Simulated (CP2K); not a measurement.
# GaHBrF (SMILES [F][GaH][Br]) at IPEA1-xTB

What is the energy difference between two shapes of GaHBrF at IPEA1-xTB? 

Program for the calculation: CP2K 2026.2.

3 further runs of the same task are left out: 1 that didn't finish, 2 set aside as unsound or not needed.

## 1. The structure to begin with

GaHBrF has 4 atoms, charge 0, and is taken as a singlet. SMILES: `[F][GaH][Br]`. The coordinates come from a PBE0-D4/def2-TZVP relaxation.

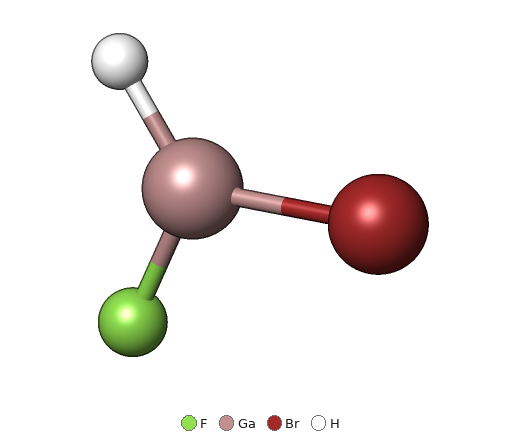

The structure, seen from a chosen angle (fluorine green, gallium pink, bromine red, hydrogen white).

## 2. Energy and forces at IPEA1-xTB

Input file molecule.xyz:

```xyz
4

F     -1.669900    -0.445200     0.074400
Ga    -0.035400     0.145800    -0.083200
Br     1.531000    -1.293300     0.695900
H      0.229800     1.532300    -0.707300
```

Input file qs.inp:

```
&FORCE_EVAL
  METHOD Quickstep
  &DFT
    &QS
      METHOD XTB
      EPS_DEFAULT 1.0E-10
      &XTB
        GFN_TYPE TBLITE
        &TBLITE
          METHOD IPEA1
        &END
        CHECK_ATOMIC_CHARGES F
      &END
    &END
    # isolated system
    &POISSON
      PERIODIC NONE
      POISSON_SOLVER ANALYTIC
    &END
    # SCF settings
    &SCF
      SCF_GUESS ATOMIC
      EPS_SCF 1.0E-07
      MAX_SCF 150
      ADDED_MOS 2
      &DIAGONALIZATION
        ALGORITHM STANDARD
      &END
      &MIXING
        METHOD DIRECT_P_MIXING
        ALPHA 0.4
      &END
      &SMEAR ON
        METHOD FERMI_DIRAC
        ELECTRONIC_TEMPERATURE [K] 300
      &END
    &END
    &PRINT
      &MOMENTS
        PERIODIC F
        REFERENCE COM
        MAX_MOMENT 1
      &END
      &MO ON
        ENERGIES T
        OCCUPATION_NUMBERS T
        NDIGITS 6
        &EACH
          QS_SCF 0
        &END
        ADD_LAST NUMERIC
      &END
      &HIRSHFELD OFF
      &END
    &END
  &END
  # atoms, cell and kinds
  &SUBSYS
    &CELL
      ABC 11.2 10.8 9.4
      PERIODIC NONE
    &END
    &TOPOLOGY
      COORD_FILE_NAME molecule.xyz
      COORD_FILE_FORMAT XYZ
      &CENTER_COORDINATES
      &END
    &END
  &END
  &PRINT
    &FORCES ON
    &END
  &END
&END

&GLOBAL
  PROJECT qs
  RUN_TYPE ENERGY_FORCE
  PRINT_LEVEL MEDIUM
&END
```

On the command line:

```console
OMP_NUM_THREADS=1 cp2k.psmp qs.inp > qs.out
```

The program printed:

```text
CP2K| version string:                                       CP2K version 2026.2
[...]
 GLOBAL| Method name                                                        CP2K
[...]
 GLOBAL| Run type                                                   ENERGY_FORCE
[...]
                             - Atoms:                                          4
[...]
                             - Spherical basis functions:                     25
[...]
 Number of electrons:                                                         18
[...]
  *** SCF run converged in    17 steps ***
[...]
  Fermi energy:                                                -0.27456192873850
[...]
 TB_DIPOLE| Moment [Debye]          2.39282776       1.01070797      -0.29820399
 TB_DIPOLE| Derivative [a.u.]       0.00000000       0.00000000       0.00000000
[...]
 ENERGY| Total FORCE_EVAL ( QS ) energy [hartree]            -11.399134718142113
 FORCES| Atomic forces [hartree/bohr]
 FORCES|   Atom     x               y               z               |f|
 FORCES|      1  1.40841790E-02  2.59616446E-03 -2.00513376E-04   1.43228619E-02
 FORCES|      2 -2.26590992E-02  3.23784813E-02 -1.66303883E-02   4.28762247E-02
 FORCES|      3  1.45143494E-02 -1.83889194E-02  9.56294177E-03   2.53035284E-02
 FORCES|      4 -5.93942921E-03 -1.65857264E-02  7.26795990E-03   1.90574495E-02
 FORCES| Sum     1.38777878E-17  3.46944695E-17 -5.72458747E-17
 FORCES| Total atomic force                                       6.83621926E-17
[...]
```

Wall time 0.28 s (1 thread of Arm Neoverse V1, shared host).

## 3. The distorted shape at the same level

Input file molecule.xyz:

```xyz
4

F     -1.695071    -0.442519     0.092518
Ga     0.004194     0.147844    -0.040195
Br     1.522123    -1.298978     0.688215
H      0.220280     1.539334    -0.696122
```

Input file calc.inp:

```
&global
 project calc
 run_type ENERGY_FORCE
 print_level MEDIUM
&end global

&force_eval
 method QS
 &dft
  charge 0
  multiplicity 1
  &qs
   method XTB
   eps_default 1.0E-10
   &xtb
    gfn_type TBLITE
    &tblite
     method IPEA1
    &end tblite
    check_atomic_charges F
   &end xtb
  &end qs
  &poisson
   periodic NONE
   poisson_solver ANALYTIC
  &end poisson
  &scf
   scf_guess ATOMIC
   eps_scf 1.0E-07
   max_scf 150
   added_mos 2
   &diagonalization
    algorithm STANDARD
   &end diagonalization
   &mixing
    method DIRECT_P_MIXING
    alpha 0.4
   &end mixing
   &smear ON
    method FERMI_DIRAC
    electronic_temperature [K] 300
   &end smear
  &end scf
  &print
   &moments
    periodic F
    reference COM
    max_moment 1
   &end moments
   &mo ON
    energies T
    occupation_numbers T
    ndigits 6
    &each
     qs_scf 0
    &end each
    add_last NUMERIC
   &end mo
   &hirshfeld OFF
   &end hirshfeld
  &end print
 &end dft
 &subsys
  &cell
   abc [angstrom] 11.2 10.8 9.4
   periodic NONE
  &end cell
  &topology
   coord_file_name molecule.xyz
   coord_file_format XYZ
   &center_coordinates
   &end center_coordinates
  &end topology
 &end subsys
 &print
  &forces ON
  &end forces
 &end print
&end force_eval
```

On the command line:

```console
OMP_NUM_THREADS=1 cp2k.psmp -i calc.inp > calc.out 2>&1
```

The program printed:

```text
CP2K| version string:                                       CP2K version 2026.2
[...]
 GLOBAL| Method name                                                        CP2K
[...]
 GLOBAL| Run type                                                   ENERGY_FORCE
[...]
                             - Atoms:                                          4
[...]
                             - Spherical basis functions:                     25
[...]
 Number of electrons:                                                         18
[...]
  *** SCF run converged in    15 steps ***
[...]
  Fermi energy:                                                -0.28241459884273
[...]
 TB_DIPOLE| Moment [Debye]          2.74068002       0.96636393      -0.22494055
 TB_DIPOLE| Derivative [a.u.]       0.00000000       0.00000000       0.00000000
[...]
 ENERGY| Total FORCE_EVAL ( QS ) energy [hartree]            -11.393238555620878
 FORCES| Atomic forces [hartree/bohr]
 FORCES|   Atom     x               y               z               |f|
 FORCES|      1  2.70622292E-02  6.41781008E-03 -3.98045425E-04   2.78156606E-02
 FORCES|      2 -5.63968296E-02  5.18470129E-02 -2.89374121E-02   8.18907135E-02
 FORCES|      3  3.45543298E-02 -3.82057834E-02  1.93338397E-02   5.50225495E-02
 FORCES|      4 -5.21972932E-03 -2.00590395E-02  1.00016178E-02   2.30139740E-02
 FORCES| Sum    -5.98479599E-17 -2.08166817E-17 -8.67361738E-18
 FORCES| Total atomic force                                       6.39557987E-17
[...]
```

Wall time 0.28 s (1 thread of Arm Neoverse V1, shared host).

## 4. Outcome

Level: IPEA1-xTB.

| quantity | value |
| --- | --- |
| first shape: total energy | -11.39913 Eh |
| first shape: dipole moment (from atomic charges alone) | 2.61 D |
| first shape: HOMO energy | -13.29 eV |
| first shape: LUMO energy | -6.56 eV |
| first shape: HOMO–LUMO gap | 6.73 eV |
| first shape: largest force on an atom | 2.205 eV/Å |
| distorted shape: total energy | -11.39324 Eh |
| distorted shape: dipole moment (from atomic charges alone) | 2.91 D |
| distorted shape: HOMO energy | -13.44 eV |
| distorted shape: LUMO energy | -6.79 eV |
| distorted shape: HOMO–LUMO gap | 6.65 eV |
| distorted shape: largest force on an atom | 4.211 eV/Å |
| energy change with the atoms displaced | 0.160 eV |

What this shows: With the atoms displaced the energy rises by 0.16 eV (15.5 kJ/mol). The first shape isn't relaxed at this level, so the change isn't measured from a minimum. The largest force (first shape) is 2.20 eV/Å: the shape isn't a stationary point for this species at this level. The dipole (first shape) comes from point charges on the atoms alone, without atomic dipoles, so it is partial. The dipole (distorted shape) comes from point charges on the atoms alone, without atomic dipoles, so it is partial.
